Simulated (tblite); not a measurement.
# C$_{5}$H$_{6}$Cl$_{2}$O: molecular dynamics (part 2 of 2)

The same run, continued: C$_{5}$H$_{6}$Cl$_{2}$O; GFN2-xTB Langevin dynamics, gas phase (tblite 0.8.0). 

Geometry of the input (Å):
```
C  2.8232  0.7955  0.3539
C  1.9502  -0.1351  0.0079
O  0.6084  0.0950  0.0494
C  -0.2265  -0.8945  -0.3154
C  -1.5527  -0.7604  -0.3078
C  -2.2322  0.4874  0.1021
Cl -3.3047  0.1835  1.5007
Cl -3.2227  1.1278  -1.2420
H  2.5020  1.7675  0.6809
H  3.8772  0.6005  0.3147
H  2.2486  -1.1241  -0.3257
H  0.2344  -1.8283  -0.6232
H  -2.1764  -1.5841  -0.6099
H  -1.5294  1.2689  0.3924
```

Trajectory as extended XYZ, continued
```
14
Properties=species:S:1:pos:R:3:forces:R:3 step=21 time_fs=525.0 energy=-730.41273 temperature=430.5
C     3.0451    0.4327   -1.0416   -0.9101  -1.6494   2.2198
C     2.3150   -0.2870   -0.1172    2.8210   1.9684  -1.7824
O     0.9972   -0.2033   -0.1151   -2.5510  -0.5731   0.3001
C     0.2272   -1.1782    0.4946    0.5981   0.5947  -0.6177
C    -1.0627   -1.1614    0.8187    0.9000   4.1780  -2.6351
C    -1.9155    0.0778    0.5324    1.3436  -0.2853   1.1410
Cl   -2.6071    0.3971    2.2577    0.0157   0.2528  -1.4121
Cl   -3.0373   -0.0364   -0.7911   -0.7179  -0.4735   0.1883
H     2.5240    0.9064   -1.8411    0.1204   0.2458  -0.2147
H     4.1242    0.5093   -0.9029   -0.6540  -0.0679  -0.3618
H     2.8420   -0.7385    0.7055   -0.1452  -0.4248   0.2242
H     0.7134   -2.1052    0.6289    0.8792  -0.8058   0.4391
H    -1.4452   -1.9413    1.3033   -1.6095  -2.6995   1.4854
H    -1.2837    0.9130    0.1592   -0.0903  -0.2604   1.0257
14
Properties=species:S:1:pos:R:3:forces:R:3 step=22 time_fs=550.0 energy=-730.68453 temperature=390.9
C     3.0565    0.4112   -0.9772   -1.0238  -1.0811   1.3633
C     2.3272   -0.3023   -0.1255    0.0611  -1.4324  -0.0318
O     0.9505   -0.2781   -0.0130    1.7704   1.8917  -0.7511
C     0.3000   -1.2306    0.6002   -1.6314  -0.1535   0.0603
C    -1.0402   -1.1517    0.7044    0.1028  -0.0165   0.5530
C    -1.8259    0.1282    0.5987   -0.4838  -2.3034  -1.1477
Cl   -2.5704    0.4506    2.1232   -0.6123   0.0648   0.3312
Cl   -2.9947   -0.1287   -0.8355   -0.0300   0.1383   0.7338
H     2.6245    1.0989   -1.5988   -0.9910   1.6180  -1.1699
H     4.0881    0.3157   -1.0432    1.3161  -0.3221   0.0982
H     2.7919   -1.1666    0.3922   -0.2154   0.6761   0.0845
H     0.8531   -2.0614    0.9690    0.2939  -0.8131  -0.0374
H    -1.6015   -2.0512    0.9662    0.2032   0.5639   0.2509
H    -1.3399    0.9932    0.2804    1.2401   1.1693  -0.3374
14
Properties=species:S:1:pos:R:3:forces:R:3 step=24 time_fs=600.0 energy=-730.88885 temperature=349.3
C     3.0455    0.4354   -0.9806   -0.5453   0.2452   1.1295
C     2.4341   -0.3653   -0.0919    0.7578  -0.1174  -1.2195
O     1.1336   -0.1642    0.2365   -0.0707   0.6423   0.0069
C     0.3524   -1.1654    0.6464    0.8105  -0.7088  -0.0650
C    -0.9512   -1.0734    0.8547   -0.6385  -0.2085  -0.2293
C    -1.7973    0.0967    0.5933    1.3361   1.2535  -0.1517
Cl   -2.6456    0.6857    1.9809   -1.0626  -0.1220   1.2671
Cl   -2.9575   -0.1662   -0.7488    0.3012   0.0608   0.0650
H     2.5784    1.3705   -1.2787    0.0031  -0.4281  -0.0850
H     4.0800    0.3312   -1.2340    0.0465  -0.2134   0.0083
H     2.9240   -1.2915    0.2443   -0.3890   0.3286   0.0425
H     0.8538   -2.1357    0.7778   -0.1454   0.3171   0.0969
H    -1.4926   -1.9417    1.1176   -0.2512  -0.8078   0.3541
H    -1.1220    0.9662    0.4848   -0.1526  -0.2414  -1.2198
14
Properties=species:S:1:pos:R:3:forces:R:3 step=25 time_fs=625.0 energy=-730.75390 temperature=197.3
C     3.0967    0.5652   -0.9915   -1.8249  -1.8296   1.5846
C     2.4526   -0.2899   -0.1455    0.1416   2.1714  -1.2721
O     1.1738   -0.0991    0.3396   -0.2443  -0.8399  -0.7048
C     0.3788   -1.2050    0.6198    0.4621   0.9244   0.4880
C    -0.9454   -1.0622    0.8426    0.5903   0.4827  -0.4172
C    -1.7192    0.1847    0.5693    0.5370   0.3299   0.4201
Cl   -2.6284    0.7745    2.0543    0.3874  -0.4336  -0.6957
Cl   -2.9609   -0.1396   -0.7491    0.8812   0.3899   0.7147
H     2.6230    1.3462   -1.5249   -0.2295   0.5436   0.0053
H     4.0980    0.3204   -1.1935    0.8293   0.0010  -0.3268
H     3.0285   -1.0951    0.2187    0.1671  -0.9637   0.6539
H     0.9790   -2.1230    0.7774   -0.7653   0.4146  -0.0956
H    -1.5751   -1.8420    1.1793   -0.0346  -0.9182   0.1307
H    -0.9780    0.9928    0.3709   -0.8976  -0.2725  -0.4851
14
Properties=species:S:1:pos:R:3:forces:R:3 step=26 time_fs=650.0 energy=-730.88985 temperature=252.8
C     3.0693    0.4693   -0.9348    2.0136  -0.2079  -0.6695
C     2.4569   -0.3415   -0.1231   -1.4456   0.8564   0.0785
O     1.1602   -0.0068    0.1610   -0.6635  -0.9197   0.9891
C     0.4181   -1.0416    0.6961    0.5328   1.0731  -0.5561
C    -0.8982   -0.9623    0.8441   -0.6983  -0.7750   0.6039
C    -1.7052    0.2738    0.5840    1.8229  -0.1163  -0.2784
Cl   -2.5712    0.7692    2.0243   -0.2309   0.1975   0.3680
Cl   -2.7961   -0.1082   -0.7089   -0.7491   0.0537  -0.7183
H     2.6847    1.3954   -1.2488   -0.5491   0.5335  -0.4026
H     4.0454    0.1897   -1.2917    0.1932   0.2606   0.1034
H     2.8578   -1.2071    0.3356    0.2624  -0.7575   0.1064
H     1.0810   -1.8649    0.9056   -0.5929  -0.6286   0.2116
H    -1.5087   -1.8359    1.1517    0.7443   0.6494  -0.0500
H    -1.0015    1.0771    0.2568   -0.6397  -0.2191   0.2142
14
Properties=species:S:1:pos:R:3:forces:R:3 step=28 time_fs=700.0 energy=-730.70659 temperature=316.1
C     3.3145    0.3832   -0.8890   -1.9361  -0.4869   0.2119
C     2.4506   -0.3837   -0.1692    2.2867  -0.4591  -1.2969
O     1.1434   -0.1472   -0.0039    0.9955   2.4206  -1.0357
C     0.4748   -1.0246    0.6478   -1.3901  -1.2614   1.1677
C    -0.7975   -0.8559    0.9971    0.2450   0.2457  -0.6462
C    -1.5732    0.3021    0.6103   -1.4734   0.4091  -0.0817
Cl   -2.5824    0.8387    2.0278    0.2894  -0.1269  -0.7254
Cl   -2.6560   -0.0056   -0.8591   -0.0379  -0.3009   0.5653
H     2.9076    1.3197   -1.2813    0.2463  -0.3551   0.1818
H     4.2517    0.0752   -1.3326   -0.1718  -0.0436   0.8390
H     2.6794   -1.3841    0.2567    0.6484   0.5985  -0.3990
H     0.9728   -1.9354    0.9399    0.2408  -0.3309   0.1399
H    -1.2896   -1.6453    1.4639   -0.7432  -0.9429   0.7141
H    -1.0582    1.1356    0.1908    0.8003   0.6337   0.3654
14
Properties=species:S:1:pos:R:3:forces:R:3 step=29 time_fs=725.0 energy=-730.86460 temperature=300.1
C     3.3062    0.4308   -0.8480    0.8400  -0.8328   0.0376
C     2.5334   -0.4399   -0.2042    0.2030   0.1301   0.2016
O     1.1960   -0.2288   -0.0054    0.3149   1.5261  -1.3074
C     0.4943   -1.0249    0.7471   -0.2142  -2.3843   1.5151
C    -0.8124   -0.9348    1.0403    0.6454  -0.1832   0.4397
C    -1.5401    0.2598    0.6252   -0.8649   0.9878   0.0814
Cl   -2.5600    0.8551    1.9733   -0.1120  -0.0460   0.2308
Cl   -2.6253    0.0276   -0.7670   -0.2218  -0.3394  -0.3340
H     2.8098    1.1827   -1.3857   -0.3971   1.0848  -0.2690
H     4.4145    0.4201   -0.9888   -1.4008  -0.5229   0.3419
H     2.8223   -1.3588    0.2661    0.7451  -0.2857   0.2754
H     1.0414   -1.9021    1.1936   -0.3143   0.6196  -0.4642
H    -1.2780   -1.6701    1.7284    0.3328   0.7297  -0.8206
H    -0.9660    1.1509    0.3425    0.4441  -0.4838   0.0718
14
Properties=species:S:1:pos:R:3:forces:R:3 step=30 time_fs=750.0 energy=-730.82883 temperature=310.3
C     3.2518    0.3820   -0.8690    0.3365   1.3720  -0.5416
C     2.6099   -0.4481   -0.0807   -1.7637   0.3737  -0.1735
O     1.2545   -0.2616    0.0920    0.4520   0.5286   0.1812
C     0.5585   -1.0770    0.8779   -1.4980  -0.5033  -0.4422
C    -0.7708   -0.9497    1.0561   -0.0020   0.9442  -0.1226
C    -1.5108    0.3251    0.6392    0.5259   0.0295   0.7084
Cl   -2.5143    0.8231    2.0196   -0.3267   0.0480   0.5505
Cl   -2.6261    0.0346   -0.6980    0.0621  -0.1097  -0.3976
H     2.9136    1.3335   -1.3629   -0.1052  -1.4662   0.7978
H     4.2826    0.1999   -0.9800    0.9773  -0.0881  -0.2675
H     2.9975   -1.3327    0.3876    0.3528  -0.1477   0.0625
H     1.0145   -1.9978    1.1813    0.4529  -0.3290   0.3022
H    -1.3619   -1.7246    1.5802    0.5418   0.8094  -0.4192
H    -0.9396    1.2855    0.4557   -0.0056  -1.4613  -0.2383
14
Properties=species:S:1:pos:R:3:forces:R:3 step=31 time_fs=775.0 energy=-730.84728 temperature=311.9
C     3.2547    0.4460   -0.7823    1.5990  -1.4172   0.3407
C     2.6665   -0.5333   -0.0994   -1.4021   0.8627   0.2181
O     1.3487   -0.2713    0.2644   -0.4137  -1.4008   0.0856
C     0.5160   -1.2366    0.8239    1.7729   1.3304  -0.3314
C    -0.7351   -0.9224    1.1049   -0.6357   1.3389  -0.7933
C    -1.5062    0.3176    0.7176    1.0645   0.8945  -0.3533
Cl   -2.5102    0.8195    2.0809   -0.0930   0.0317   0.2554
Cl   -2.5861    0.0781   -0.6912   -0.0451  -0.4020  -0.0869
H     2.8206    1.3329   -1.1470   -0.7334   0.4589   0.0705
H     4.3207    0.3721   -0.9903   -0.3140  -0.1584  -0.0538
H     3.0546   -1.4882    0.2626    0.1716   0.4771  -0.2586
H     0.9684   -2.1720    1.1676   -0.0794   0.3322  -0.2637
H    -1.3306   -1.5872    1.6391   -0.7779  -1.1593   0.6162
H    -0.9233    1.2390    0.3974   -0.1136  -1.1885   0.5545
14
Properties=species:S:1:pos:R:3:forces:R:3 step=32 time_fs=800.0 energy=-730.91930 temperature=386.5
C     3.3795    0.3986   -0.6408    1.3098  -1.2552  -0.5213
C     2.6468   -0.5739   -0.1130   -1.0913   1.0023   0.0990
O     1.3712   -0.2865    0.3256   -0.2663  -0.4057   0.6628
C     0.5510   -1.2362    0.9034    1.1425   0.6013  -0.6938
C    -0.7480   -0.9882    1.0524   -0.9202  -1.4331   0.5640
C    -1.4176    0.2756    0.7768   -0.1882   0.4742  -0.5021
Cl   -2.5118    0.8237    2.1574    0.9041  -0.2259  -0.7414
Cl   -2.5115    0.0947   -0.6677    0.3077   0.0868   0.3428
H     3.1492    1.4321   -0.6863   -0.4930   0.3047   0.0734
H     4.3339    0.1205   -1.1287   -0.6701   0.2232   0.5992
H     2.9093   -1.6037   -0.0401    0.3679  -0.5040  -0.0954
H     1.0216   -2.1812    1.2054   -0.2569   0.3413  -0.3324
H    -1.4216   -1.8158    1.3233    0.5570   0.4122   0.2146
H    -0.6225    0.9856    0.4960   -0.7030   0.3779   0.3304
14
Properties=species:S:1:pos:R:3:forces:R:3 step=34 time_fs=850.0 energy=-730.68230 temperature=358.4
C     3.4307    0.3813   -0.3311    2.3507  -0.3894  -0.9388
C     2.5196   -0.5462   -0.0947    0.2100  -0.7284  -0.2122
O     1.2872   -0.2381    0.3936    0.0873  -0.0083   0.2199
C     0.5297   -1.2655    0.8226    0.1716  -0.0717   0.5771
C    -0.7260   -1.0884    1.2609    0.5490  -0.5257  -1.3652
C    -1.3173    0.2462    0.9728   -0.7263  -1.6244  -0.7251
Cl   -2.3980    0.6729    2.2265   -0.4033   0.6630   0.5321
Cl   -2.3281    0.0697   -0.6165    0.4052   0.1461   0.5854
H     3.3283    1.4008    0.0030   -0.2526  -0.0779  -0.2718
H     4.4610    0.1608   -0.8713   -2.3520   0.2158   1.3283
H     2.6242   -1.6410   -0.2650    0.3084   0.8535  -0.2176
H     1.0478   -2.2188    0.9400   -0.1693   0.0719  -0.1485
H    -1.2805   -2.0193    1.4086   -0.1494   0.8914   0.4047
H    -0.5366    0.9372    0.7080   -0.0293   0.5840   0.2318
14
Properties=species:S:1:pos:R:3:forces:R:3 step=35 time_fs=875.0 energy=-730.84443 temperature=495.7
C     3.4504    0.4497   -0.2444   -0.5992   0.1808   0.1590
C     2.5337   -0.5130   -0.1648    0.8691  -0.8429  -0.2015
O     1.3109   -0.2967    0.3714   -0.4157   0.1275  -0.2710
C     0.5710   -1.3457    0.8112   -0.2980   0.8404   0.7582
C    -0.7114   -1.1639    1.1576    0.7465   1.5926  -0.3221
C    -1.3071    0.2365    0.8321    0.5907  -1.1117   1.2766
Cl   -2.3896    0.6822    2.1983    0.2208   0.1925   0.0856
Cl   -2.3126    0.0358   -0.5485   -0.4835   0.1368  -1.1100
H     3.2338    1.4717    0.0951    0.1117  -0.7191  -0.2091
H     4.4150    0.2615   -0.6697    0.0068  -0.0064  -0.0554
H     2.7261   -1.5758   -0.4949   -0.0810   1.1436   0.3263
H     1.1457   -2.1979    1.0920    0.0905  -0.8109  -0.1626
H    -1.2761   -1.9072    1.7014   -0.0710   0.2797  -0.4048
H    -0.5533    1.0645    0.6863   -0.6876  -1.0029   0.1308
14
Properties=species:S:1:pos:R:3:forces:R:3 step=36 time_fs=900.0 energy=-730.62462 temperature=474.2
C     3.4430    0.4729   -0.2013   -1.0140   0.3161   0.3562
C     2.5824   -0.5303   -0.1709    1.0758   0.8350  -0.1808
O     1.3645   -0.3118    0.2838   -1.0546   1.6632   0.9124
C     0.6625   -1.2754    0.8771   -0.8131  -0.4809  -1.7845
C    -0.6519   -1.1115    1.0322   -0.4333   1.4519   0.6817
C    -1.3167    0.2395    0.8518    0.5142   0.0019   0.4124
Cl   -2.4058    0.7523    2.1752   -0.0166  -0.3124   0.3961
Cl   -2.3815    0.0290   -0.5601    0.1967   0.2963  -0.3306
H     3.1799    1.4511    0.1520   -0.2359   0.0257   0.1928
H     4.3857    0.4087   -0.6053    1.6600  -0.3727  -0.7781
H     2.7641   -1.4939   -0.5617    0.4614  -1.0556  -0.2594
H     1.1099   -2.2278    0.6766    0.0614  -0.8479   0.8396
H    -1.3231   -1.8549    1.3790   -0.0958  -0.6064   0.2293
H    -0.6285    1.1215    0.8125   -0.3064  -0.9143  -0.6872
14
Properties=species:S:1:pos:R:3:forces:R:3 step=38 time_fs=950.0 energy=-730.71460 temperature=405.6
C     3.5695    0.5163   -0.3000   -2.4261   0.6324   0.9317
C     2.6332   -0.4334   -0.0816    2.5442  -0.9917  -0.6730
O     1.4136   -0.2458    0.4189   -0.9124   0.2755   0.4959
C     0.5830   -1.2772    0.7872    1.3419   0.5772  -0.0106
C    -0.7071   -1.0435    1.0044   -1.2613  -1.4168   1.1153
C    -1.4351    0.2173    0.9272    0.0187   0.5868  -1.3543
Cl   -2.4691    0.7582    2.2268   -0.1344  -0.4380   0.5348
Cl   -2.5329    0.0290   -0.5612    0.3268   0.2624   0.2985
H     3.3591    1.5618   -0.0040    0.0489  -0.7683  -0.3476
H     4.4311    0.3810   -0.8815    0.7496  -0.4883  -0.1410
H     2.9746   -1.5007   -0.2801   -0.7943   1.0160   0.0698
H     1.1305   -2.2166    0.9817   -0.7373   0.2677  -0.3898
H    -1.4293   -1.8377    1.2545    0.9240  -0.0535   0.0047
H    -0.7587    1.0372    0.7731    0.3118   0.5388  -0.5344
14
Properties=species:S:1:pos:R:3:forces:R:3 step=39 time_fs=975.0 energy=-730.51314 temperature=335.4
C     3.5125    0.4757   -0.2221    1.4590   2.6656  -0.2441
C     2.6487   -0.4358    0.0242   -0.7245  -3.4611   0.0796
O     1.3957   -0.1979    0.4806    0.6027   1.8558  -0.3385
C     0.6280   -1.1777    0.8797   -0.6148  -0.7761  -0.7156
C    -0.6931   -1.1001    1.0172   -0.1513   0.9189  -0.0689
C    -1.4516    0.1251    0.7650    0.9630   1.4333   1.2647
Cl   -2.5499    0.6531    2.3224    1.2428  -0.3540  -1.2250
Cl   -2.5556    0.0150   -0.5123   -0.7612  -0.2576  -0.8493
H     3.2797    1.5073   -0.1200   -0.5302   0.6890   0.3074
H     4.5353    0.4035   -0.4758    0.4880  -0.8825  -0.4321
H     2.9301   -1.5117   -0.1858   -0.5501   0.8587   0.5288
H     1.1023   -2.1230    0.7988    0.3031  -1.1157   0.5403
H    -1.2611   -1.9312    1.2602   -0.6627  -1.4514   0.4578
H    -0.6836    0.9098    0.4966   -1.0638  -0.1229   0.6948
14
Properties=species:S:1:pos:R:3:forces:R:3 step=40 time_fs=1000.0 energy=-730.67615 temperature=396.3
C     3.4848    0.5456   -0.0868    0.7188   1.5158  -0.1353
C     2.6334   -0.4099    0.1387   -0.7610  -0.4685  -0.4704
O     1.3323   -0.1714    0.4221   -0.4312   1.3961  -0.1321
C     0.5496   -1.1758    0.7951    0.1792  -1.0373   1.3109
C    -0.7519   -1.1208    1.0917   -0.8793   0.3625   0.7401
C    -1.5747    0.1781    1.0187    2.9185  -1.4028  -3.1458
Cl   -2.4853    0.4794    2.3466   -1.0469   0.5399   1.7079
Cl   -2.6536   -0.0293   -0.4913    0.1356   0.2149   0.3511
H     3.2553    1.5796    0.0693   -0.3760   0.2251   0.1087
H     4.4649    0.4208   -0.4707    0.4874  -0.5452   0.0162
H     2.8616   -1.4244   -0.0716    0.2895  -0.9515   0.0571
H     1.1715   -2.0340    1.0948   -0.7105  -0.3273  -0.4334
H    -1.2931   -1.9895    1.5158    0.6324   0.6257  -0.5121
H    -0.7974    0.9422    0.7051   -1.1565  -0.1474   0.5370
```

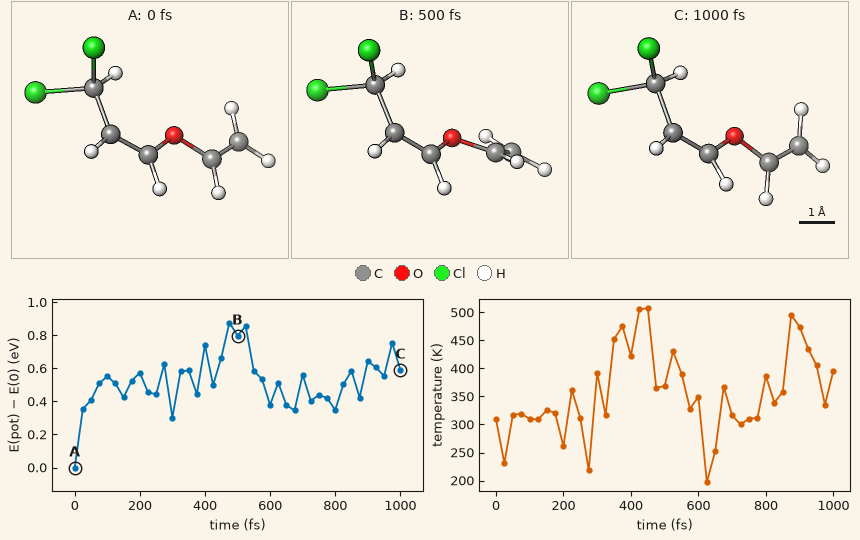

Figure 1. Frames of the molecular dynamics (ball-and-stick, seen at a tilt) above the curves, on which the letters mark them. The trajectory kept here has 41 frames over 1000 fs. The temperature starts at 310 K, ranges from 197 to 508 K and averages 360 K over the second half. The potential energy ends 0.592 eV above its first value. After an unweighted best fit of the last frame on the first, the root-mean-square displacement is 0.22 Å, and H11 has moved furthest (0.44 Å).

Key numbers

| quantity | value |
| --- | --- |
| outcome | finished |
| mean temperature over the second half | 360 K |
| trajectory | 41 frames kept, 1000 fs |
| hardware | 1 CPU thread, shared host |
| wall time | 24 s |
| peak memory | 0.18 GiB |
